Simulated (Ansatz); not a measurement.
Fields on a plane of Pd (fcc, Cu type)

```yaml
crystal:
  lattice:
    - [0.00000, 1.93787, 1.93787]
    - [1.93787, 0.00000, 1.93787]
    - [1.93787, 1.93787, 0.00000]
  atoms:
    - { symbol: Pd, position: [0.00000, 0.00000, 0.00000] }
```

The slice is a {100} plane (indices of the conventional cell) through the point (0.000, 0.000, 0.000) (fractional), spanned by u = [100] and v = [0 1 -1] in vectors of this cell: u (2.74 Å) and v (2.74 Å, at 90° to u). It covers one period; positions are fractions (u, v).

Atoms on it: Pd at (0.00, 0.00).

Computed with PBEsol (plane waves to 420 eV, PAW, scalar-relativistic; Ansatz, an electronic-structure program). k mesh 21×21×21. These are valence fields of a PAW run, semicore shells included where kept as valence: close to a nucleus they are smooth pseudo fields. Pd is run without spin polarisation. Pd was relaxed with its symmetry unable to fall.

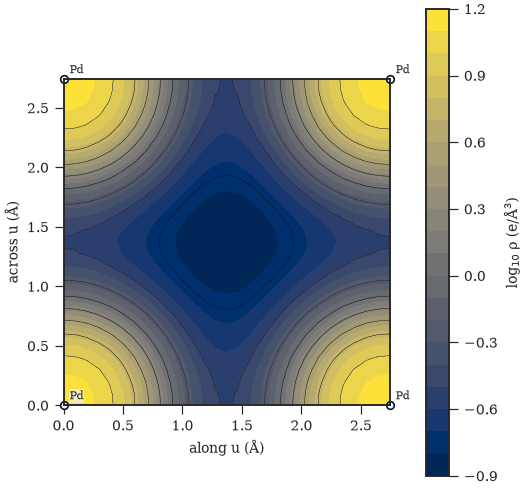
Fig. 1. Log₁₀ of the valence density in e/Å³, one period of the plane, atoms marked. The scale is logarithmic, as a density can span decades between atoms and voids.

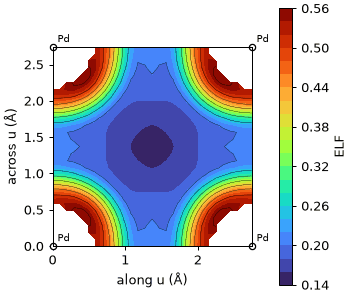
Fig. 1. Electron localisation function (ELF), one period of the plane, atoms marked. Points within 0.5 Å of a nucleus are left white, as the pseudised field means little there.

The density on the Pd–Pd line (2.74 Å) at its midpoint is 0.31 e/Å³ and the ELF at that point is 0.21.
